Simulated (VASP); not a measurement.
Band structure of CsPbBr3 (cubic perovskite). These are PBE GGA with D4 dispersion, VASP's PBE PAW potentials (set 64) (plane waves; VASP) values and carry that method's errors.

Unless said otherwise, spin-orbit coupling is left out, though it shifts the bands of the heavy elements here.

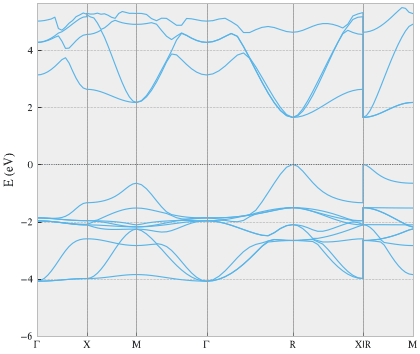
Bands along high-symmetry lines, zero at the valence-band maximum or, without a gap, the Fermi level

Q: Read the plot: is there a gap, and where are the band edges?

A: The gap is direct, 1.64 eV, from the valence maximum at R to the conduction minimum at R. (Edges off the drawn lines would not show.)

The compound is CsPbBr3 in the cubic perovskite structure, the ideal cubic form; the compound distorts at low or room temperature. It was relaxed first.
